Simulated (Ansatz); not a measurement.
# Al13As14 zinc blende off sphere (Al₁₃As₁₄H₃₄+): geometry, orbitals and charge, part 1 of 2

Aim: characterise Al13As14 zinc blende off sphere (Al₁₃As₁₄H₃₄+) as a singlet: its structure, frontier levels and distribution of charge.

The runs use Ansatz 0.2.0, Gaussian basis; RKS PBE0-D4/def2-TZVP.

The runs, in order: relaxation at PBE-D4/def2-SVP; a single point at PBE0-D4/def2-TZVP.

1 further run of the same task is left out (set aside as unsound or not needed). Runs told in other sessions of the task aren't counted.

### Step 1. Where the work starts

61 atoms, charge 1, spin multiplicity 1.

Atoms are counted from 1 here; the program's logs count them from 0.

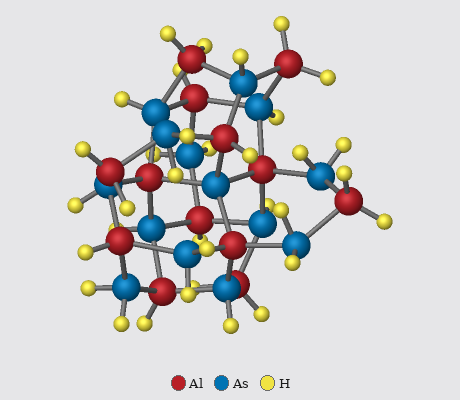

The starting geometry (aluminium red, arsenic blue, hydrogen yellow).

The ion is computed in the gas phase, without counter-ions or solvent.

The start is a GFN2-xTB geometry.

### Step 2. Relaxation at PBE-D4/def2-SVP

File in.yaml:

```yaml
crystal:
  periodic: [false, false, false]
  atoms:
    - {symbol: Al, position_ang: [-4.035870, -2.122310, 2.781180]}
    - {symbol: Al, position_ang: [-3.461630, 3.037040, -1.286100]}
    - {symbol: Al, position_ang: [-1.781410, -3.748120, 2.263840]}
    - {symbol: Al, position_ang: [1.713540, -4.021700, -0.867400]}
    - {symbol: Al, position_ang: [-1.665970, 2.066630, -3.581290]}
    - {symbol: Al, position_ang: [1.703130, -1.110310, -3.569650]}
    - {symbol: Al, position_ang: [-1.610030, -1.251170, -1.079080]}
    - {symbol: Al, position_ang: [-1.384850, 1.683680, 1.809850]}
    - {symbol: Al, position_ang: [1.688500, -0.994920, 1.815680]}
    - {symbol: Al, position_ang: [1.398240, 1.826510, -1.105720]}
    - {symbol: Al, position_ang: [-0.727570, 5.359110, -0.840790]}
    - {symbol: Al, position_ang: [3.970370, -1.965870, -2.090760]}
    - {symbol: Al, position_ang: [3.412170, 3.126600, 3.122000]}
    - {symbol: As, position_ang: [-3.082900, -2.495590, 0.543870]}
    - {symbol: As, position_ang: [-2.886670, 0.675150, -1.897260]}
    - {symbol: As, position_ang: [-3.378050, 0.327050, 2.573320]}
    - {symbol: As, position_ang: [-1.910850, 3.680620, 0.532770]}
    - {symbol: As, position_ang: [0.140620, -2.575980, -2.215390]}
    - {symbol: As, position_ang: [0.042560, -4.836880, 0.875870]}
    - {symbol: As, position_ang: [0.181120, -2.407220, 3.285990]}
    - {symbol: As, position_ang: [3.114770, -2.312090, 0.254760]}
    - {symbol: As, position_ang: [0.007720, 0.412340, -4.580190]}
    - {symbol: As, position_ang: [0.022000, 3.442010, -2.318090]}
    - {symbol: As, position_ang: [3.157500, 0.375670, -2.155580]}
    - {symbol: As, position_ang: [0.042630, 0.215720, 0.353200]}
    - {symbol: As, position_ang: [3.078680, 0.594870, 3.168560]}
    - {symbol: As, position_ang: [2.695720, 3.111790, 0.713980]}
    - {symbol: H, position_ang: [-2.924580, -2.687740, 3.871800]}
    - {symbol: H, position_ang: [-5.531930, -2.205750, 3.160470]}
    - {symbol: H, position_ang: [-3.026840, 3.731800, -2.707980]}
    - {symbol: H, position_ang: [-4.957760, 3.121130, -0.839700]}
    - {symbol: H, position_ang: [-2.625670, -4.935050, 2.826960]}
    - {symbol: H, position_ang: [2.238620, -5.331900, -1.501110]}
    - {symbol: H, position_ang: [-2.414250, 2.492560, -4.872490]}
    - {symbol: H, position_ang: [2.622590, -1.670310, -4.719420]}
    - {symbol: H, position_ang: [-0.612920, 1.865410, 3.180480]}
    - {symbol: H, position_ang: [-1.753850, 6.274050, -1.577930]}
    - {symbol: H, position_ang: [0.552090, 5.975730, -0.171440]}
    - {symbol: H, position_ang: [3.072060, -3.139690, -2.794170]}
    - {symbol: H, position_ang: [5.515250, -2.105750, -2.151020]}
    - {symbol: H, position_ang: [4.913110, 3.474870, 3.310310]}
    - {symbol: H, position_ang: [2.287660, 3.757140, 3.995200]}
    - {symbol: H, position_ang: [-3.279940, -3.886590, -0.073880]}
    - {symbol: H, position_ang: [-3.897830, 0.196190, -2.931310]}
    - {symbol: H, position_ang: [-3.158730, 0.791620, 3.992600]}
    - {symbol: H, position_ang: [-2.076250, -0.557460, 2.720570]}
    - {symbol: H, position_ang: [-2.964140, 4.322720, 1.412750]}
    - {symbol: H, position_ang: [-0.503140, -3.492720, -3.245050]}
    - {symbol: H, position_ang: [-0.756280, -5.809400, 0.046410]}
    - {symbol: H, position_ang: [0.627100, -5.959100, 1.692230]}
    - {symbol: H, position_ang: [1.135500, -3.488910, 3.743220]}
    - {symbol: H, position_ang: [0.180040, -1.776370, 4.655220]}
    - {symbol: H, position_ang: [3.954780, -3.233610, 1.138710]}
    - {symbol: H, position_ang: [-0.756940, -0.473300, -5.530560]}
    - {symbol: H, position_ang: [0.730100, 1.097160, -5.707270]}
    - {symbol: H, position_ang: [1.110780, 3.622150, -3.398140]}
    - {symbol: H, position_ang: [3.255670, 0.988400, -3.568490]}
    - {symbol: H, position_ang: [1.664520, 1.160880, 3.335630]}
    - {symbol: H, position_ang: [3.007450, 0.011510, 4.565410]}
    - {symbol: H, position_ang: [1.292100, 3.227040, 1.346220]}
    - {symbol: H, position_ang: [2.638160, 4.550640, 0.288190]}
basis:
  gaussian: {orbitals: def2-SVP, fitting: {mean_field: def2-universal-jkfit}}
total_charge: 1
hamiltonian: {xc: pbe, dispersion: d4}
scf: {lower_state_search: "off"}
output: {orbitals: {seedname: orbitals}}
relax: {f_tol: 0.03, max_steps: 70}
```

Launch:

```bash
$ ansatz run in.yaml --threads 11 --pin off --events-out ev --progress --plain --max-ram 174080MiB --backend cuda --devices 0, --max-vram 75GiB
```

Output:

```text
Functional definition: PBE
  name "PBE"
  cite "Perdew, Burke & Ernzerhof, Phys. Rev. Lett. 77, 3865 (1996) doi:10.1103/PhysRevLett.77.3865"
  parent pbe
  parameter kappa = 0.804
  parameter beta = 0.06672455060314922
  exchange = pbe_x(kappa = kappa, mu = beta*pi^2/3)
  correlation = pbe_c(beta = beta)
these checks for a lower state are left out or cut short: stability, starts, cluster_reference, orbital_swaps, neighbouring_geometries, increment
6000 factors; integrals over basis functions are off by at most 3.6e-1 eV
mean field evaluation 1: about -937784.4156 eV, gradient 6.0e1 eV
mean field evaluation 2: about -937782.8813 eV, gradient 5.9e1 eV
mean field evaluation 4: about -937794.3874 eV, gradient 4.8e0 eV
mean field evaluation 8: about -937794.4561 eV, gradient 1.1e0 eV
mean field evaluation 16: about -937794.4606 eV, gradient 7.5e-4 eV
mean field -937794.46063944 eV, -34463.3107685834 hartree, gradient 4.1e-6 eV, S^2 0.000000; 0 other end points of the search recorded, 0 dependent functions left out
[... from here on, the SCF cycles and remarks between the steps are left out, and one step in 2 is shown ...]
relax step   1: F+E_penalty+E_count = -937799.51370459 eV  Δ(F+E_penalty+E_count) = +0.000e0 eV  max|allowed force component| = 8.431e-1 eV/Å  Δτ_max = 0.0000 Å  (20 SCF iters, accepted)
relax step   2: F+E_penalty+E_count = -937800.76601606 eV  Δ(F+E_penalty+E_count) = -1.252e0 eV  max|allowed force component| = 4.915e-1 eV/Å  Δτ_max = 0.1917 Å  (26 SCF iters, accepted)
relax step   4: F+E_penalty+E_count = -937801.64890312 eV  Δ(F+E_penalty+E_count) = -3.893e-1 eV  max|allowed force component| = 4.870e-1 eV/Å  Δτ_max = 0.1951 Å  (26 SCF iters, accepted)
relax step   6: F+E_penalty+E_count = -937802.12131103 eV  Δ(F+E_penalty+E_count) = -2.045e-1 eV  max|allowed force component| = 3.730e-1 eV/Å  Δτ_max = 0.1950 Å  (21 SCF iters, accepted)
relax step   8: F+E_penalty+E_count = -937802.40124801 eV  Δ(F+E_penalty+E_count) = -1.242e-1 eV  max|allowed force component| = 3.159e-1 eV/Å  Δτ_max = 0.1961 Å  (20 SCF iters, accepted)
relax step  10: F+E_penalty+E_count = -937802.59084155 eV  Δ(F+E_penalty+E_count) = -8.831e-2 eV  max|allowed force component| = 3.577e-1 eV/Å  Δτ_max = 0.1964 Å  (20 SCF iters, accepted)
relax step  12: F+E_penalty+E_count = -937802.73198304 eV  Δ(F+E_penalty+E_count) = -6.606e-2 eV  max|allowed force component| = 3.735e-1 eV/Å  Δτ_max = 0.1914 Å  (19 SCF iters, accepted)
relax step  14: F+E_penalty+E_count = -937802.84019185 eV  Δ(F+E_penalty+E_count) = -5.132e-2 eV  max|allowed force component| = 2.524e-1 eV/Å  Δτ_max = 0.1997 Å  (20 SCF iters, accepted)
relax step  16: F+E_penalty+E_count = -937802.92896291 eV  Δ(F+E_penalty+E_count) = -4.295e-2 eV  max|allowed force component| = 1.615e-1 eV/Å  Δτ_max = 0.1997 Å  (19 SCF iters, accepted)
relax step  18: F+E_penalty+E_count = -937802.99522929 eV  Δ(F+E_penalty+E_count) = -3.017e-2 eV  max|allowed force component| = 1.041e-1 eV/Å  Δτ_max = 0.1921 Å  (20 SCF iters, accepted)
relax step  20: F+E_penalty+E_count = -937803.03691346 eV  Δ(F+E_penalty+E_count) = -1.877e-2 eV  max|allowed force component| = 1.505e-1 eV/Å  Δτ_max = 0.1988 Å  (20 SCF iters, accepted)
relax step  22: F+E_penalty+E_count = -937803.06487020 eV  Δ(F+E_penalty+E_count) = -1.319e-2 eV  max|allowed force component| = 1.854e-1 eV/Å  Δτ_max = 0.1951 Å  (20 SCF iters, accepted)
relax step  24: F+E_penalty+E_count = -937803.08610140 eV  Δ(F+E_penalty+E_count) = -1.124e-2 eV  max|allowed force component| = 1.650e-1 eV/Å  Δτ_max = 0.1791 Å  (20 SCF iters, accepted)
relax step  26: F+E_penalty+E_count = -937803.11043658 eV  Δ(F+E_penalty+E_count) = -1.509e-2 eV  max|allowed force component| = 1.510e-1 eV/Å  Δτ_max = 0.1506 Å  (20 SCF iters, accepted)
relax step  28: F+E_penalty+E_count = -937803.14738895 eV  Δ(F+E_penalty+E_count) = -1.758e-2 eV  max|allowed force component| = 3.512e-1 eV/Å  Δτ_max = 0.1970 Å  (20 SCF iters, accepted)
relax step  30: F+E_penalty+E_count = -937803.21191954 eV  Δ(F+E_penalty+E_count) = -1.720e-2 eV  max|allowed force component| = 5.826e-2 eV/Å  Δτ_max = 0.2000 Å  (20 SCF iters, accepted)
relax step  32: F+E_penalty+E_count = -937803.23160080 eV  Δ(F+E_penalty+E_count) = -9.444e-3 eV  max|allowed force component| = 1.461e-1 eV/Å  Δτ_max = 0.1949 Å  (20 SCF iters, accepted)
relax step  34: F+E_penalty+E_count = -937803.25372346 eV  Δ(F+E_penalty+E_count) = -1.382e-2 eV  max|allowed force component| = 2.384e-1 eV/Å  Δτ_max = 0.1951 Å  (20 SCF iters, accepted)
relax step  36: F+E_penalty+E_count = -937803.28013037 eV  Δ(F+E_penalty+E_count) = -1.686e-2 eV  max|allowed force component| = 2.249e-1 eV/Å  Δτ_max = 0.1723 Å  (20 SCF iters, accepted)
relax step  38: F+E_penalty+E_count = -937803.31353329 eV  Δ(F+E_penalty+E_count) = -1.576e-2 eV  max|allowed force component| = 1.758e-1 eV/Å  Δτ_max = 0.1913 Å  (19 SCF iters, accepted)
relax step  40: F+E_penalty+E_count = -937803.33396691 eV  Δ(F+E_penalty+E_count) = -7.851e-3 eV  max|allowed force component| = 2.674e-1 eV/Å  Δτ_max = 0.0697 Å  (21 SCF iters, accepted)
relax step  42: F+E_penalty+E_count = -937803.34352281 eV  Δ(F+E_penalty+E_count) = -2.840e-3 eV  max|allowed force component| = 7.182e-2 eV/Å  Δτ_max = 0.0814 Å  (21 SCF iters, accepted)
relax step  44: F+E_penalty+E_count = -937803.34537129 eV  Δ(F+E_penalty+E_count) = -6.647e-4 eV  max|allowed force component| = 1.781e-2 eV/Å  Δτ_max = 0.0151 Å  (22 SCF iters, accepted)
Total energy: -937803.34548763 eV, -34463.6372807320 hartree
Atom 0 at    -4.117569    -1.373280     2.589896 Å, force    -0.015720     0.000351     0.003550 eV/Å
Atom 1 at    -4.154448     1.937008    -0.485787 Å, force     0.008651     0.010123    -0.000011 eV/Å
Atom 2 at    -1.761414    -4.035587     1.891605 Å, force     0.000383     0.005362     0.003876 eV/Å
Atom 3 at     1.476198    -4.061875    -1.157232 Å, force    -0.001822    -0.002819    -0.003099 eV/Å
Atom 4 at    -1.535301     1.983211    -3.881039 Å, force    -0.000294    -0.000792     0.000586 eV/Å
Atom 5 at     1.527691    -1.251069    -3.947019 Å, force     0.000355    -0.003387     0.002757 eV/Å
Atom 6 at    -1.497238    -1.006694    -1.002934 Å, force     0.001860    -0.003384     0.001232 eV/Å
Atom 7 at    -1.050648     2.013924     1.903538 Å, force     0.006565     0.004080     0.003753 eV/Å
Atom 8 at     1.434514    -1.115934     1.731484 Å, force     0.000039     0.000433     0.002617 eV/Å
Atom 9 at     1.450751     1.670091    -1.100382 Å, force     0.000196    -0.002789     0.002470 eV/Å
Atom 10 at    -0.934594     5.050983    -0.967135 Å, force     0.005043    -0.000554    -0.001972 eV/Å
Atom 11 at     4.466714    -0.886011    -0.684644 Å, force     0.000574    -0.002215    -0.001588 eV/Å
Atom 12 at     3.898653     2.586259     2.682802 Å, force    -0.003639    -0.002814     0.003879 eV/Å
Atom 13 at    -2.901690    -2.301332     0.557933 Å, force    -0.002822    -0.002792    -0.002409 eV/Å
Atom 14 at    -2.822675     0.643857    -2.234839 Å, force    -0.002967    -0.006174     0.003280 eV/Å
Atom 15 at    -2.819031     0.732870     3.155373 Å, force    -0.002806    -0.004052    -0.014773 eV/Å
Atom 16 at    -2.335230     3.448530     0.381705 Å, force    -0.004242    -0.004521     0.002313 eV/Å
Atom 17 at     0.011077    -2.445594    -2.358793 Å, force    -0.002431     0.002869    -0.000427 eV/Å
Atom 18 at    -0.110733    -5.225301     0.396679 Å, force     0.000973     0.000015     0.001556 eV/Å
Atom 19 at    -0.085264    -2.570795     3.091498 Å, force    -0.004994    -0.000348    -0.002765 eV/Å
Atom 20 at     2.807895    -2.545141     0.290149 Å, force     0.001030     0.001374    -0.000880 eV/Å
Atom 21 at    -0.025754     0.354641    -5.081339 Å, force    -0.001104     0.002862    -0.000727 eV/Å
Atom 22 at     0.048451     3.201822    -2.415989 Å, force     0.002903     0.000496    -0.000983 eV/Å
Atom 23 at     2.874103     0.118862    -2.372040 Å, force    -0.000914     0.002959    -0.000220 eV/Å
Atom 24 at     0.010249     0.331943     0.390545 Å, force    -0.003068     0.000046    -0.002068 eV/Å
Atom 25 at     2.846486     0.302784     3.200973 Å, force     0.001238    -0.000455    -0.002304 eV/Å
Atom 26 at     2.881285     3.058591     0.402324 Å, force     0.002026     0.002182     0.000420 eV/Å
Atom 27 at    -3.557615    -2.432437     3.677464 Å, force    -0.000179     0.004866    -0.005371 eV/Å
Atom 28 at    -5.656062    -1.061145     2.328401 Å, force     0.017814    -0.004598     0.003504 eV/Å
Atom 29 at    -5.338166     2.721167    -1.209585 Å, force    -0.009735     0.002498    -0.005758 eV/Å
Atom 30 at    -4.392396     0.849785     0.686797 Å, force     0.001386    -0.005295     0.002803 eV/Å
Atom 31 at    -2.564204    -5.073991     2.785165 Å, force    -0.000312     0.000851     0.000375 eV/Å
Atom 32 at     2.304866    -5.056382    -2.082299 Å, force    -0.000334    -0.000443     0.000142 eV/Å
Atom 33 at    -2.394250     2.827657    -4.920278 Å, force    -0.000129     0.000751    -0.002677 eV/Å
Atom 34 at     2.321495    -2.209169    -4.939713 Å, force     0.000435     0.000801    -0.001003 eV/Å
Atom 35 at     0.108584     2.555603     2.873444 Å, force    -0.000116     0.000409    -0.001176 eV/Å
Atom 36 at    -1.851878     5.984383    -1.879892 Å, force     0.001339    -0.000752    -0.001358 eV/Å
Atom 37 at     0.278029     5.561557    -0.044374 Å, force    -0.000814     0.000422    -0.002034 eV/Å
Atom 38 at     5.711769    -1.617915    -1.355298 Å, force     0.001125     0.000947     0.000239 eV/Å
Atom 39 at     4.562245     0.235396     0.475462 Å, force    -0.001632    -0.000492     0.000441 eV/Å
Atom 40 at     5.448962     2.290177     2.465701 Å, force    -0.000837     0.001940     0.000257 eV/Å
Atom 41 at     3.205747     3.582355     3.717297 Å, force     0.000147     0.000232    -0.001421 eV/Å
Atom 42 at    -3.904856    -3.087638    -0.279432 Å, force    -0.000027     0.001853     0.001200 eV/Å
Atom 43 at    -3.818685    -0.176938    -3.050018 Å, force     0.000387    -0.000649    -0.000610 eV/Å
Atom 44 at    -3.864141     1.786419     3.495350 Å, force    -0.005763     0.004654     0.003365 eV/Å
Atom 45 at    -2.281225     0.546561     4.574884 Å, force     0.007684    -0.001033     0.008544 eV/Å
Atom 46 at    -3.084055     4.327205     1.384436 Å, force    -0.001198    -0.001393     0.001277 eV/Å
Atom 47 at    -0.871335    -3.319641    -3.247585 Å, force     0.001327    -0.000526     0.000025 eV/Å
Atom 48 at    -0.921537    -6.207242    -0.440598 Å, force    -0.000207     0.001097    -0.001467 eV/Å
Atom 49 at     0.663536    -6.253687     1.214259 Å, force    -0.000459    -0.001843    -0.001652 eV/Å
Atom 50 at     0.764965    -3.404878     4.041214 Å, force     0.004154    -0.003013    -0.001989 eV/Å
Atom 51 at    -0.812200    -1.729399     4.130903 Å, force     0.003398    -0.000677     0.004341 eV/Å
Atom 52 at     3.576306    -3.444089     1.256306 Å, force    -0.000863     0.000687     0.000857 eV/Å
Atom 53 at    -0.842423    -0.465096    -6.074885 Å, force     0.001023     0.000135     0.000062 eV/Å
Atom 54 at     0.793141     1.140498    -6.099496 Å, force     0.000911     0.000022     0.000298 eV/Å
Atom 55 at     1.066748     3.814044    -3.377182 Å, force    -0.000997     0.000797    -0.000669 eV/Å
Atom 56 at     3.707736     1.035480    -3.264706 Å, force     0.001011     0.000505     0.000169 eV/Å
Atom 57 at     2.041328     0.406521     4.491880 Å, force    -0.002540    -0.001621    -0.000212 eV/Å
Atom 58 at     3.919155    -0.651141     3.713660 Å, force     0.000176    -0.000081     0.001624 eV/Å
Atom 59 at     2.093342     4.364708     0.481096 Å, force    -0.000200     0.000299    -0.000578 eV/Å
Atom 60 at     4.004594     3.544484    -0.505720 Å, force    -0.000992     0.002591     0.000388 eV/Å
Dipole moment:     0.495729    -1.250392     0.132154 e Å
Checks for a lower state left out: stability, starts, cluster_reference, orbital_swaps, neighbouring_geometries, increment
```

Run time: 3.3 min. Hardware: 1 × H100 with 11 threads of AMD EPYC 7R13, shared host; peak host memory 1.6 GiB.

Along the way: (not every step is listed)

```
step  energy from step 1 (eV)  largest force component (eV/Å)
   1                   0.0000                          0.8431
   2                  -1.2523                          0.4915
   3                  -1.7459                          0.3798
   4                  -2.1352                          0.4870
   5                  -2.4031                          0.5695
   6                  -2.6076                          0.3730
   7                  -2.7633                          0.2847
   8                  -2.8875                          0.3159
   9                  -2.9888                          0.3815
  12                  -3.2183                          0.3735
  15                  -3.3723                          0.2214
  18                  -3.4815                          0.1041
  21                  -3.5380                          0.1540
  24                  -3.5724                          0.1650
  27                  -3.6161                          0.2258
  30                  -3.6982                          0.0583
  33                  -3.7262                          0.1856
  36                  -3.7664                          0.2249
  39                  -3.8124                          0.3079
  40                  -3.8203                          0.2674
  41                  -3.8270                          0.1258
  42                  -3.8298                          0.0718
  43                  -3.8310                          0.0539
  44                  -3.8317                          0.0178
```

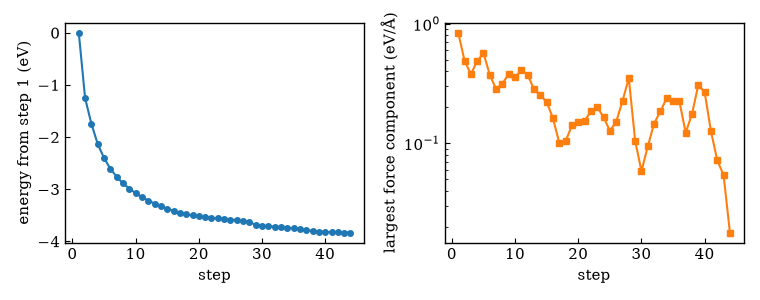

Energy and force, step by step.

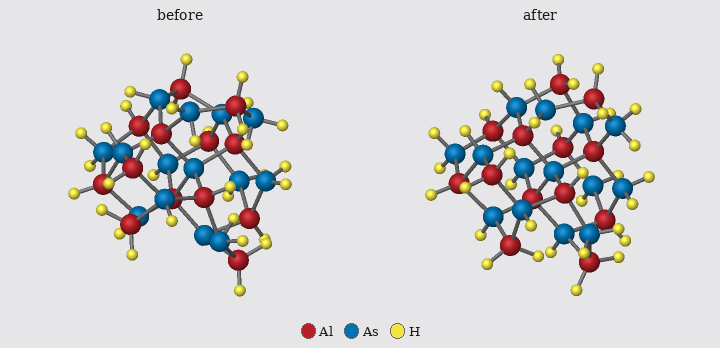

Before and after, at one scale.

Close pairs (by a distance rule), those that changed most:

```
     bond  before (Å)  after (Å)  change (Å)
 Al7–As25       2.633      2.451      -0.183
Al10–As25       2.561      2.467      -0.094
 Al1–As14       2.460      2.543      +0.083
Al10–As27       2.578      2.496      -0.082
 Al9–As25       2.513      2.434      -0.079
 Al12–H40       1.552      1.616      +0.064
 Al3–As20       2.587      2.529      -0.059
 Al7–As14       2.520      2.467      -0.054
```

Bonds by kind at the end (by distance):

```
 bond  count  shortest (Å)  longest (Å)
Al–As     37         2.434        2.567
 As–H     19         1.522        1.529
 Al–H     15         1.588        1.618
```

(Continued in part 2 of 2.)
